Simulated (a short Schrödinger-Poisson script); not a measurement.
System: gated Al0.33Ga0.67N/GaN polarisation-induced gas, at 77 K.

| layer | material | thickness (nm) | Na (cm⁻³) |
|---|---|---|---|
| 1 | Al0.33Ga0.67N | 20 | - |
| 2 | GaN | 6000 | 1e14 |

Constants are typed, rounded textbook-type inputs, not results; the design itself was drawn at random and stands for no fabricated device. Al0.33Ga0.67N: permittivity 9.3, conduction-band edge (eV) 0.462, gap (eV) 4.09, electron mass (mₑ) 0.24, Nv at 300 K (cm⁻³) 4.6e19. GaN: permittivity 9.5, conduction-band edge (eV) 0, gap (eV) 3.43, Nv at 300 K (cm⁻³) 4.6e19.

Channel valleys (confinement mass, in-plane density-of-states mass, number): Γ 0.2, 0.2, 1. At the gate the conduction-band edge of layer 1 lies 1.27 eV − eVg above the Fermi level of the channel; the field vanishes at the back. Sheet of polarisation charge: +1.6e13 e/cm² at 20 nm from the gate. The barrier under the gate holds no holes. Gaps are held at their typed values at every temperature. Mesh 0.08 nm at interfaces.

Solved with a short Schrödinger-Poisson script written for these runs: 1D Poisson equation in equilibrium, electrons quantum, Hartree (BenDaniel-Duke, 40 states a valley, the channel's in-plane mass for all, wave functions free to enter the barrier), parabolic valleys, classical holes, full ionisation, no traps, pinning or gate leakage.

Only gate voltages with over 1e8 electrons/cm² are shown.

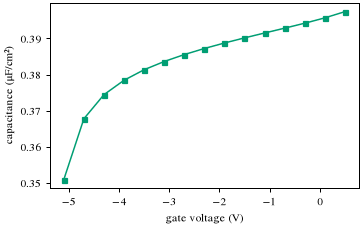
Fig. 1. Quasi-static capacitance against gate voltage

```csv
Vg (V),electrons (cm⁻²),in the channel layer,C (μF/cm²),Γ E0 (meV),Γ E1 (meV)
0.5,1.41e13,1.27e13,0.397,-149.2,-17.4
0.1,1.31e13,1.19e13,0.396,-139.7,-15.0
-0.3,1.21e13,1.12e13,0.394,-130.0,-12.8
-0.7,1.11e13,1.03e13,0.393,-120.2,-10.5
-1.1,1.01e13,9.51e12,0.392,-110.3,-8.4
-1.5,9.14e12,8.66e12,0.390,-100.3,-6.2
-1.9,8.17e12,7.79e12,0.389,-90.3,-4.0
-2.3,7.20e12,6.91e12,0.387,-80.1,-1.8
-2.7,6.24e12,6.03e12,0.386,-69.8,0.5
-3.1,5.28e12,5.13e12,0.384,-59.4,2.9
-3.5,4.32e12,4.23e12,0.381,-48.9,5.4
-3.9,3.38e12,3.32e12,0.378,-38.4,8.0
-4.3,2.44e12,2.40e12,0.374,-27.6,10.9
-4.7,1.51e12,1.50e12,0.368,-16.6,13.9
-5.1,6.07e11,6.05e11,0.351,-3.7,17.7
```

Subbands count from the Fermi level.
